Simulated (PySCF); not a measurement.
C3H11NSi3

The calculation's input:

```
{"job": {"kind": "uv", "xc": "wB97X-D", "basis": "def2-SVPD", "nstates": 8, "ntriplets": 3}, "charge": 0, "multiplicity": 1}
N     -3.379637    -1.539447     0.867592
C     -2.262831    -1.522487     0.613724
C     -0.885094    -1.458034     0.260562
Si    -0.617328    -0.092978    -1.081641
Si    -1.311912     1.974137    -0.296513
C      1.235376    -0.166599    -1.542960
Si     2.502961     0.001651    -0.134007
H     -0.301915    -1.230413     1.153983
H     -0.571675    -2.434804    -0.110655
H     -1.373782    -0.580207    -2.255735
H     -1.761626     2.831718    -1.396274
H     -2.411183     1.870965     0.661878
H     -0.222454     2.697097     0.371150
H      1.437995    -1.095659    -2.077730
H      1.419722     0.632231    -2.261823
H      2.421274    -1.167927     0.746754
H      2.220500     1.213803     0.637713
H      3.852849     0.073270    -0.697193
```

Run with:

```sh
OMP_NUM_THREADS=1 python probes_run.py task.json out
```

Geometry: GFN2-xTB.

The calculation used wB97X-D/def2-SVPD, SCF density, gas phase in PySCF 2.14.0.

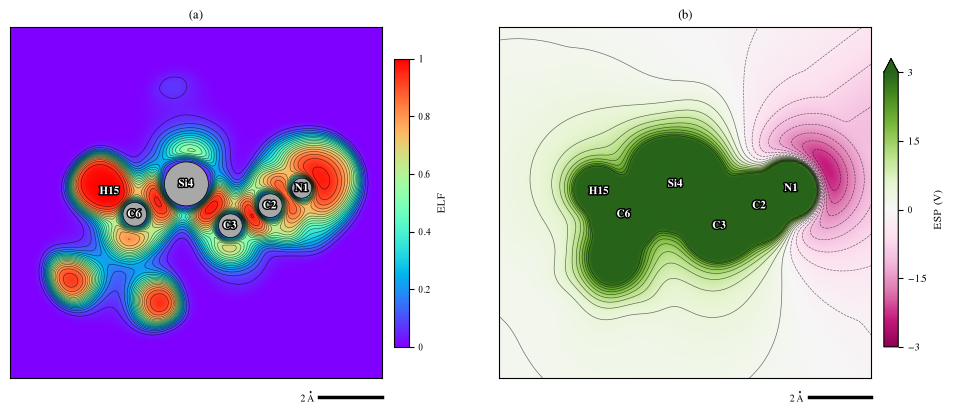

Figure 1. (a) ELF; (b) molecular electrostatic potential on the plane of atoms C2, C3 and Si4. Grey discs cover the atomic cores in the ELF map.

What does the map show?

Answer. Atoms in the plane: N, C, Si and H.
C–N (1.15 Å): the ELF peaks at about 0.90 between the atoms: a short, multiple covalent bond.
C–C (1.42 Å): the ELF peaks at about 0.95 between the atoms, as expected for localised, covalent bonding.
C–Si (1.91 Å): the ELF peaks at about 0.95 between the atoms (a covalent bond).
C–H (1.09 Å): the ELF climbs to about 1 towards the hydrogen, as it does in any bond to H (a covalent bond by its length).
The ELF also peaks beside N1, away from the bonds: lone-pair regions.
Outside the dense part of the molecule the potential is most negative (−2.4 V) near N1.

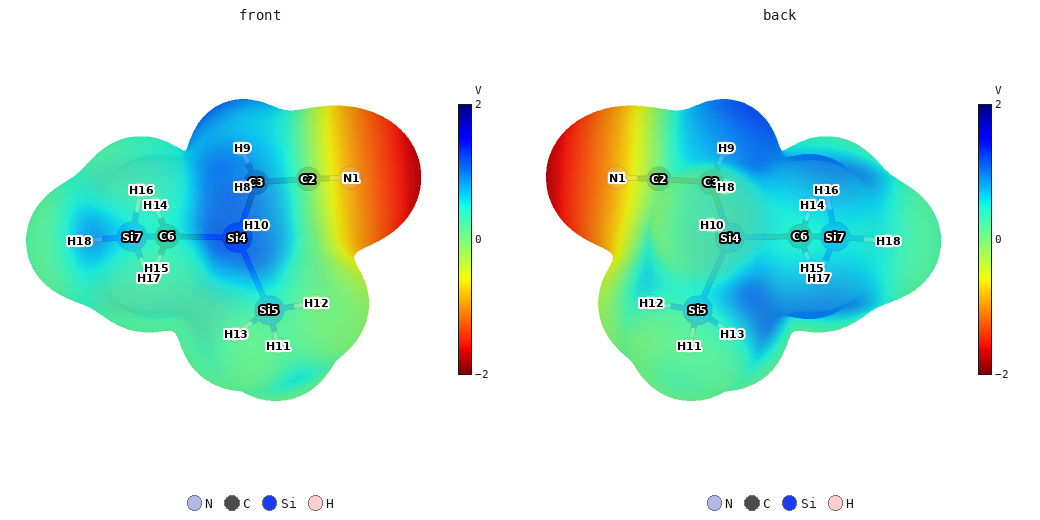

Figure 2. The electrostatic potential painted on the density surface at 0.001 e/bohr³, seen from the front and from behind; red is negative and blue positive.

Which sites attract a positive test charge, and which a negative one?

Answer. A positive charge is drawn to the negative regions and a negative charge to the positive ones. The most negative region (about −1.8 V) lies over N1, the most positive (about +1.2 V) over the H and Si atoms. N1 is the likeliest acceptor of a hydrogen bond.

How polar is the molecule by this calculation?

Answer. Its dipole moment is 4.55 D.
